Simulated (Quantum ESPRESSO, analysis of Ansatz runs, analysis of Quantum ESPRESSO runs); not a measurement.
**As-H pair in CdTe: local vibrational mode, PBE (Quantum ESPRESSO)**

How near does this set-up come to the measured local vibrational mode? Subject: As-H pair in CdTe. Set-up: PBE, JTH 2.0 PBE, 32-site cell, PBE lattice, k: the single point 1/4 1/4 1/4. The model is a cell of 32 host atoms with As put on another atom's site and H put in between. The frequencies come from force constants among the defect atom and its neighbours, with the masses of the isotopes named. Other potentials or another program check that the number doesn't hang on one set of files.

What was measured. As-H stretch, 1H: 2022 cm⁻¹, by infrared absorption (quoted in “Hydrogen in Compound Semiconductors”, 1993, E.E. Haller, quoting earlier work (1993)). The runs below try to reproduce this.

Program: Quantum ESPRESSO 7.5. Level of theory: Quantum ESPRESSO plane-wave DFT, PBE, JTH 2.0 PBE potentials; relaxation of all atoms of a defect supercell. Results are calculated unless marked as measured.

## 1. Starting point

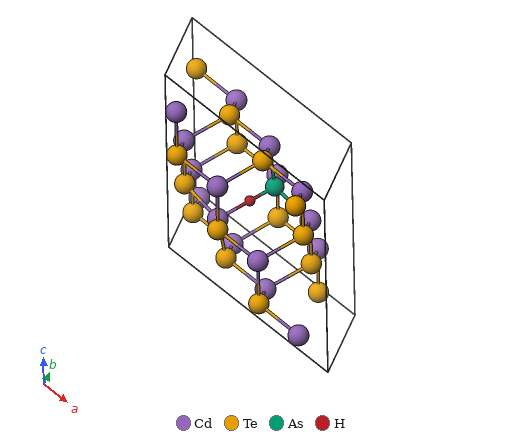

Start, viewed slightly off an axis; cadmium purple, tellurium orange, arsenic teal, hydrogen red.

The cell holds 33 atoms: 16 Cd, 15 Te, 1 As and 1 H. Its edges and angles: a = 11.443 Å, b = 11.443 Å, c = 11.443 Å, α = 109.5°, β = 109.5°, γ = 109.5°. It derives from CdTe (space group F-43m). Nearest the centre at fractional (0.443, 0.693, 0.443): H33 at 0.64 Å, As28 at 0.92 Å, Cd7 at 2.64 Å, Cd12 at 3.12 Å, Cd9 at 3.13 Å, Cd16 at 3.15 Å, Te23 at 4.14 Å, Te19 at 4.16 Å.

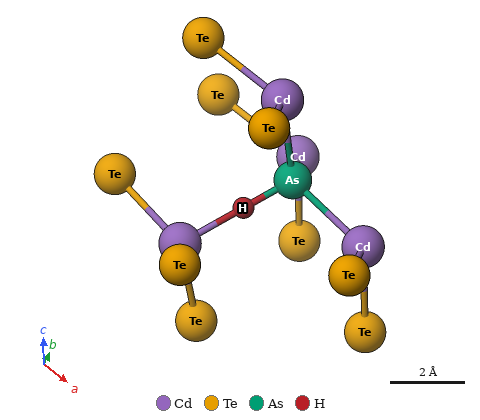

The atoms within 5 Å of the centre.

The host's primitive cell comes from a first run (Quantum ESPRESSO plane-wave DFT, PBE, JTH 2.0 PBE potentials; relaxation of cell and atoms of a defect-free cell): vectors of 4.672, 4.672 and 4.672 Å. That is 36.05 Å³ an atom, 6.0 % over the diffraction cell's volume. The supercell is built on it.

## 2. Relaxation, charge 0

Every later number rests on the structure around the defect, so the atoms are relaxed at the host's lattice first.

pw.in reads:

```
&CONTROL
  calculation = 'relax'
  prefix = 'pwscf'
  outdir = './tmp'
  pseudo_dir = './pseudo'
  tprnfor = .true.
  disk_io = 'low'
  nstep = 70
  forc_conv_thr = 0.00039
  etot_conv_thr = 0.0001
/
&SYSTEM
  ibrav = 0
  nat = 33
  ntyp = 4
  ecutwfc = 40
  ecutrho = 240
  nbnd = 153
  occupations = 'smearing'
  smearing = 'fd'
  degauss = 0.00073499
  nosym = .true.
/
&ELECTRONS
  conv_thr = 3d-08
  electron_maxstep = 100
  mixing_beta = 0.5
/
&IONS
  ion_dynamics = 'bfgs'
/
ATOMIC_SPECIES
Cd   112.4140 Cd.GGA_PBE-JTH.UPF
Te   127.6000 Te.GGA_PBE-JTH.UPF
As    74.9216 As.GGA_PBE-JTH.UPF
H      1.0080 H.GGA_PBE-JTH.UPF
CELL_PARAMETERS angstrom
  -6.6066172802    6.6066172802   -6.6066172802
   6.6066172802    6.6066172802    6.6066172802
   6.6066172802   -6.6066172802   -6.6066172802
ATOMIC_POSITIONS crystal
Cd    -0.0008289512    0.0004974667    0.0012523853
Cd    -0.0010238079    0.2482413881    0.7500596499
Cd     0.0001073682    0.5018857357    0.5009165978
Cd    -0.0008658970    0.7479503945    0.2485467621
Cd     0.2496603161    0.0015237192    0.7497401603
Cd     0.2520563764    0.2506034049    0.5006122418
Cd     0.2118031577    0.4617389238    0.2128151225
Cd     0.2513612814    0.7509517662   -0.0005533899
Cd     0.5012351650   -0.0007537019    0.4995553350
Cd     0.5005293711    0.2484862364    0.2499095895
Cd     0.5004520765    0.5002048660    0.0019272362
Cd     0.5002154088    0.7500705686    0.7483567564
Cd     0.7495232433    0.0007826523    0.2515078750
Cd     0.7495412664    0.2503638947   -0.0016445729
Cd     0.7481112793    0.4982088260    0.7489713333
Cd     0.7509609218    0.7488302853    0.5000671061
Te    -0.0006293965    0.0003162742    0.7514566513
Te    -0.0015690357    0.2485061683    0.4999620557
Te    -0.0006472030    0.4983867572    0.2503854466
Te     0.0020113189    0.7513862822    0.0006539199
Te     0.2488339987   -0.0021373871    0.4988714631
Te     0.2483282570    0.2487012933    0.2480092407
Te     0.2515672170    0.5020041877    0.0014955235
Te     0.2489816241    0.7497320340    0.7480508024
Te     0.4997858981    0.0016913385    0.2508789034
Te     0.5008594303    0.2500023405    0.0018364551
Te     0.5002957450    0.5004810279    0.7485566278
As     0.5239684314    0.7730312199    0.5231065755
Te     0.7480685697   -0.0014839118   -0.0017121577
Te     0.7480928875    0.2498515801    0.7495468733
Te     0.7497494573    0.4981943302    0.4986054093
Te     0.7511805227    0.7508768350    0.2492530631
H      0.3874981918    0.6360756407    0.3875549199
K_POINTS crystal
1
0.25 0.25 0.25 1.0
```

Launch:

```sh
$ OMP_NUM_THREADS=1 mpirun -n 4 pw.x -in pw.in > pw.out
```

What it wrote:

```text
[shortened: banners, details of potentials and solvers, and blank lines are left out]
     file Cd.GGA_PBE-JTH.UPF: wavefunction(s)  0S 5P 0P 4D 0D renormalized
     file Te.GGA_PBE-JTH.UPF: wavefunction(s)  0S 0P renormalized
     file As.GGA_PBE-JTH.UPF: wavefunction(s)  4S 0S 0P 3D 0D renormalized
     file H.GGA_PBE-JTH.UPF: wavefunction(s)  1S 0S 0P renormalized
     one sub-group per band group will be used
     scalapack distributed-memory algorithm (size of sub-group:  2*  2 procs)
     bravais-lattice index     =            0
     lattice parameter (alat)  =      21.6241  a.u.
     unit-cell volume          =    7783.8425 (a.u.)^3
     number of atoms/cell      =           33
     number of atomic types    =            4
     number of electrons       =       298.00
     number of Kohn-Sham states=          153
     kinetic-energy cutoff     =      40.0000  Ry
     charge density cutoff     =     240.0000  Ry
     scf convergence threshold =      3.0E-08
     mixing beta               =       0.5000
     number of iterations used =            8  plain     mixing
     energy convergence thresh.=      1.0E-04
     force convergence thresh. =      3.9E-04
     Exchange-correlation= SLA PW PBX PBC
                           (   1   4   3   4   0   0   0)
     nstep                     =           70
     crystal axes: (cart. coord. in units of alat)
               a(1) = (  -0.577350   0.577350  -0.577350 )
               a(2) = (   0.577350   0.577350   0.577350 )
               a(3) = (   0.577350  -0.577350  -0.577350 )
     PseudoPot. # 1 for Cd read from file:
     Cd.GGA_PBE-JTH.UPF
     Pseudo is Projector augmented-wave + core cor, Zval = 12.0
     Shape of augmentation charge: BESSEL
     PseudoPot. # 2 for Te read from file:
     Te.GGA_PBE-JTH.UPF
     Pseudo is Projector augmented-wave + core cor, Zval =  6.0
     Shape of augmentation charge: SINC**2
     PseudoPot. # 3 for As read from file:
     As.GGA_PBE-JTH.UPF
     Pseudo is Projector augmented-wave + core cor, Zval = 15.0
     Shape of augmentation charge: BESSEL
     PseudoPot. # 4 for H  read from file:
     H.GGA_PBE-JTH.UPF
     Pseudo is Projector augmented-wave + core cor, Zval =  1.0
     Shape of augmentation charge: SINC**2
     atomic species   valence    mass     pseudopotential
     Cd               12.00   112.41400     Cd( 1.00)
     Te                6.00   127.60000     Te( 1.00)
     As               15.00    74.92160     As( 1.00)
     H                 1.00     1.00800     H ( 1.00)
     No symmetry found
     site n.     atom                  positions (alat units)
         1        Cd     tau(   1) = (   0.0014889  -0.0009144   0.0000427  )
         2        Cd     tau(   2) = (   0.5769605  -0.2903160  -0.2891338  )
         3        Cd     tau(   3) = (   0.5789062   0.0006215   0.0004975  )
         4        Cd     tau(   4) = (   0.5758278   0.2878309   0.2888307  )
         5        Cd     tau(   5) = (   0.2896010  -0.2878415  -0.5761244  )
         6        Cd     tau(   6) = (   0.2881897   0.0011821  -0.2898675  )
         7        Cd     tau(   7) = (   0.2671694   0.2660008   0.0214316  )
         8        Cd     tau(   8) = (   0.2881192   0.5790052   0.2887582  )
[...]
number of k points=     1  Fermi-Dirac smearing, width (Ry)=  0.0007
                       cart. coord. in units 2pi/alat
        k(    1) = (   0.4330127   0.4330127  -0.4330127), wk =   2.0000000
     Dense  grid:   488801 G-vectors     FFT dimensions: ( 108, 108, 108)
     Smooth grid:   266339 G-vectors     FFT dimensions: (  90,  90,  90)
     starting charge     297.9927, renormalised to     298.0000
     Checking if some PAW data can be deallocated...
     Self-consistent Calculation
     iteration #  1     ecut=    40.00 Ry     beta= 0.50
     total energy              =  -11907.80576271 Ry
     estimated scf accuracy    <       1.00507755 Ry
     iteration #  2     ecut=    40.00 Ry     beta= 0.50
     total energy              =  -11908.05918345 Ry
     estimated scf accuracy    <       0.07693042 Ry
     iteration #  3     ecut=    40.00 Ry     beta= 0.50
     total energy              =  -11908.08253296 Ry
     estimated scf accuracy    <       0.02480438 Ry
[...]
estimated scf accuracy    <       0.00000036 Ry
     iteration # 10     ecut=    40.00 Ry     beta= 0.50
     total energy              =  -11908.08710348 Ry
     estimated scf accuracy    <       0.00000039 Ry
[... 201 further cycles ...]
     iteration #  6     ecut=    40.00 Ry     beta= 0.50
     total energy              =  -11908.10438289 Ry
     estimated scf accuracy    <          7.0E-10 Ry
     iteration #  7     ecut=    40.00 Ry     beta= 0.50
     End of self-consistent calculation
          k = 0.4330 0.4330-0.4330 ( 33240 PWs)   bands (ev):
   -29.8385 -29.7841 -29.7841 -29.7052 -29.7052  -6.0344  -5.9825  -5.9821
    -5.9612  -5.8238  -5.8235  -5.8083  -5.7537  -5.7498  -5.7494  -5.7247
    -5.7238  -5.7231  -5.7225  -5.7038  -5.7036  -3.6212  -3.5554  -3.5553
    -3.5170  -3.5170  -3.3815  -3.3766  -3.3764  -3.3694  -3.3693  -3.3552
    -3.3551  -3.3545  -3.3320  -3.3316  -3.3306  -3.3305  -3.3243  -3.3242
    -3.3227  -3.3166  -3.3166  -3.3151  -3.3082  -3.3037  -3.3035  -3.2902
    -3.2901  -3.2872  -3.2510  -3.2509  -3.2461  -3.2421  -3.2420  -3.2375
    -3.2321  -3.2305  -3.2304  -3.2092  -3.2092  -3.2080  -3.2062  -3.2059
[...]
6.6312
     the Fermi energy is     5.5853 ev
!    total energy              =  -11908.10438290 Ry
     total all-electron energy =    -11908.104383 Ry
     estimated scf accuracy    <          1.4E-10 Ry
     smearing contrib. (-TS)   =       0.00000000 Ry
     internal energy E=F+TS    =  -11908.10438290 Ry
     The total energy is F=E-TS. E is the sum of the following terms:
     one-electron contribution =    -999.19194856 Ry
     hartree contribution      =     623.97204191 Ry
     xc contribution           =    -343.96104746 Ry
     ewald contribution        =   -1264.89344960 Ry
     one-center paw contrib.   =   -9924.02997919 Ry
     convergence has been achieved in   7 iterations
     Forces acting on atoms (cartesian axes, Ry/au):
     atom    1 type  1   force =     0.00007002    0.00008469    0.00004965
     atom    2 type  1   force =     0.00007783   -0.00000041   -0.00007483
     atom    3 type  1   force =    -0.00001692    0.00010625    0.00000324
     atom    4 type  1   force =     0.00005251   -0.00005624   -0.00009619
     atom    5 type  1   force =    -0.00020380   -0.00009129    0.00010689
     atom    6 type  1   force =     0.00000020    0.00005909   -0.00001928
     atom    7 type  1   force =     0.00023739    0.00022004   -0.00036843
     atom    8 type  1   force =    -0.00001894    0.00001584   -0.00014555
[...]
Total force =     0.001555     Total SCF correction =     0.000041
     Energy error            =      3.7E-06 Ry
     Gradient error          =      6.3E-04 Ry/Bohr
     number of scf cycles    =  25
     number of bfgs steps    =  24
     energy             old  =  -11908.1043791990 Ry
     energy             new  =  -11908.1043828987 Ry
     CASE: energy            _new < energy            _old
     new trust radius        =       0.0037589794 bohr
     new conv_thr            =       0.0000000003 Ry
ATOMIC_POSITIONS (crystal)
Cd              -0.0021613440       -0.0024507911       -0.0018959121
Cd              -0.0021106635        0.2479511368        0.7478879455
Cd               0.0006835953        0.5000624324        0.5049188661
Cd               0.0008058616        0.7546185695        0.2500764627
Cd               0.2475021291       -0.0027873703        0.7471144951
Cd               0.2503499946        0.2505392038        0.5048566665
Cd               0.2033954571        0.4534499781        0.2034421699
Cd               0.2503251404        0.7548798940        0.0004331329
[...]
Self-consistent Calculation
     iteration #  1     ecut=    40.00 Ry     beta= 0.50
     total energy              =  -11908.10435845 Ry
     estimated scf accuracy    <       0.00000251 Ry
     iteration #  2     ecut=    40.00 Ry     beta= 0.50
     total energy              =  -11908.10437375 Ry
     estimated scf accuracy    <       0.00000138 Ry
     iteration #  3     ecut=    40.00 Ry     beta= 0.50
     total energy              =  -11908.10438391 Ry
     estimated scf accuracy    <       0.00000012 Ry
[...]
estimated scf accuracy    <       0.00000002 Ry
     iteration #  6     ecut=    40.00 Ry     beta= 0.50
     total energy              =  -11908.10438758 Ry
     estimated scf accuracy    <       0.00000001 Ry
     iteration #  7     ecut=    40.00 Ry     beta= 0.50
     total energy              =  -11908.10438760 Ry
     estimated scf accuracy    <          9.1E-10 Ry
     iteration #  8     ecut=    40.00 Ry     beta= 0.50
     End of self-consistent calculation
          k = 0.4330 0.4330-0.4330 ( 33240 PWs)   bands (ev):
   -29.8405 -29.7859 -29.7858 -29.7070 -29.7070  -6.0365  -5.9826  -5.9822
    -5.9621  -5.8254  -5.8247  -5.8103  -5.7549  -5.7488  -5.7485  -5.7241
    -5.7228  -5.7226  -5.7218  -5.7027  -5.7022  -3.6237  -3.5574  -3.5572
    -3.5192  -3.5190  -3.3812  -3.3762  -3.3762  -3.3692  -3.3691  -3.3550
    -3.3550  -3.3544  -3.3320  -3.3314  -3.3303  -3.3302  -3.3241  -3.3241
    -3.3223  -3.3163  -3.3163  -3.3148  -3.3077  -3.3032  -3.3031  -3.2900
    -3.2899  -3.2868  -3.2509  -3.2508  -3.2460  -3.2419  -3.2418  -3.2374
    -3.2320  -3.2303  -3.2302  -3.2091  -3.2091  -3.2078  -3.2061  -3.2059
[...]
6.6312
     the Fermi energy is     5.5853 ev
!    total energy              =  -11908.10438761 Ry
     total all-electron energy =    -11908.104388 Ry
     estimated scf accuracy    <          1.6E-10 Ry
     smearing contrib. (-TS)   =       0.00000000 Ry
     internal energy E=F+TS    =  -11908.10438761 Ry
     The total energy is F=E-TS. E is the sum of the following terms:
     one-electron contribution =    -999.24217304 Ry
     hartree contribution      =     623.99615074 Ry
     xc contribution           =    -343.96133466 Ry
     ewald contribution        =   -1264.86728184 Ry
     one-center paw contrib.   =   -9924.02974881 Ry
     convergence has been achieved in   8 iterations
     Forces acting on atoms (cartesian axes, Ry/au):
     atom    1 type  1   force =     0.00005188    0.00001785    0.00013853
     atom    2 type  1   force =     0.00003594   -0.00012439   -0.00004246
     atom    3 type  1   force =     0.00004703    0.00013865   -0.00009124
     atom    4 type  1   force =     0.00009351    0.00011565   -0.00007098
     atom    5 type  1   force =    -0.00032860   -0.00010413    0.00001774
     atom    6 type  1   force =     0.00016294    0.00006655   -0.00003103
     atom    7 type  1   force =     0.00009489   -0.00000951   -0.00036139
     atom    8 type  1   force =     0.00016899    0.00001406   -0.00011721
[...]
Total force =     0.001096     Total SCF correction =     0.000028
     Energy error            =      4.7E-06 Ry
     Gradient error          =      3.6E-04 Ry/Bohr
     bfgs converged in  26 scf cycles and  25 bfgs steps
     (criteria: energy <  1.0E-04 Ry, force <  3.9E-04 Ry/Bohr)
     End of BFGS Geometry Optimization
     Final energy             =  -11908.1043876053 Ry
Begin final coordinates
ATOMIC_POSITIONS (crystal)
Cd              -0.0021613440       -0.0024507911       -0.0018959121
Cd              -0.0021106635        0.2479511368        0.7478879455
Cd               0.0006835953        0.5000624324        0.5049188661
Cd               0.0008058616        0.7546185695        0.2500764627
Cd               0.2475021291       -0.0027873703        0.7471144951
Cd               0.2503499946        0.2505392038        0.5048566665
Cd               0.2033954571        0.4534499781        0.2034421699
Cd               0.2503251404        0.7548798940        0.0004331329
[...]
End final coordinates
   JOB DONE.
```

Run time: 57 min. Hardware: 4 MPI ranks of Arm Neoverse V1, shared host; peak memory 2.4 GiB.

Relaxation path (22 of 26):

```
step  energy less that of the first step (eV)
   0                                   0.0000
   1                                  -0.0455
   2                                  -0.0886
   4                                  -0.1908
   5                                  -0.2116
   6                                  -0.2149
   7                                  -0.2196
   8                                  -0.2252
  10                                  -0.2313
  11                                  -0.2317
  12                                  -0.2322
  13                                  -0.2329
  14                                  -0.2331
  15                                  -0.2333
  17                                  -0.2339
  18                                  -0.2343
  19                                  -0.2346
  20                                  -0.2348
  21                                  -0.2349
  23                                  -0.2350
  24                                  -0.2351
  25                                  -0.2352
```

The atoms that moved most (Å):

```
atom      dx      dy      dz  length
Cd16   0.093  -0.060   0.075   0.133
 Cd9  -0.050  -0.072  -0.074   0.115
 H33   0.064   0.073  -0.058   0.113
Cd12  -0.053   0.070   0.052   0.102
 Cd7  -0.061  -0.048   0.063   0.100
As28   0.061   0.055  -0.056   0.099
Te22  -0.025  -0.030  -0.065   0.076
Te23  -0.046   0.035   0.042   0.072
```

Final coordinates:

```xyz
33
Lattice="-6.6066 6.6066 -6.6066 6.6066 6.6066 6.6066 6.6066 -6.6066 -6.6066" Properties=species:S:1:pos:R:3 pbc="T T T"
Cd   -0.0144   -0.0179    0.0106
Cd    6.5931   -3.3168   -3.2889
Cd    6.6350   -0.0276   -0.0366
Cd    6.6323    3.3386    3.3280
Cd    3.2823   -3.3192   -6.5895
Cd    3.3366   -0.0262   -3.3341
Cd    2.9961    2.9955    0.3079
Cd    3.3363    6.6381    3.3305
Cd   -0.0663   -0.0663   -6.6905
Cd   -0.0273    3.3369   -3.3321
Cd   -0.0237    6.6356   -0.0358
Cd    6.5421    3.3860   -3.2413
Cd   -3.3172    3.2807   -6.5925
Cd   -3.3155    6.5899   -3.2871
Cd    3.2865    3.2860   -6.5838
Cd    3.3824    6.5450   -3.2430
Te    4.9514   -4.9542   -4.9585
Te    4.9434   -1.6704   -1.6427
Te    5.0032    1.6147    1.6861
Te    4.9407    4.9431    4.9726
Te    1.6340   -1.6333   -4.9709
Te    1.6163    1.6156   -1.7013
Te    1.6180    5.0040    1.6864
Te    8.2408    1.6683   -1.6697
Te   -1.6327    1.6346   -4.9702
Te   -1.6690    4.9426   -1.6392
Te    4.9741    1.6657   -4.9396
As    5.1628    5.1674   -1.8666
Te   -4.9521    4.9479   -4.9576
Te    1.6533    1.6516   -8.2522
Te    1.6647    4.9729   -4.9396
Te    1.6655    8.2442   -1.6721
H     4.2664    4.2749   -0.9758
```

Neighbours of the ideal centre at the end:

```
atom  distance (Å)
 H33         0.528
As28         1.019
 Cd7         2.741
 Cd9         3.020
Cd12         3.024
Cd16         3.028
Te23         4.209
Te19         4.211
Te22         4.211
```

Neighbours of the added atoms: H33: As28 1.55, Cd7 2.21, Cd16 3.33 Å.

(Part 1 of 2 ends here.)

[Logs are printed without paths, hosts, clocks, repeated set-up lines and the standing remarks that a program may print on its own settings, such as how far it seeks lower states.]

[Hosts, paths, dates, database ids (printed as entryN), source tags and the programs' standing remarks are cut or masked in the printed files.]

[For some hosts the program warned that the k-mesh of the response run may be too coarse for force constants and the static dielectric constant; such warnings are not shown here.]
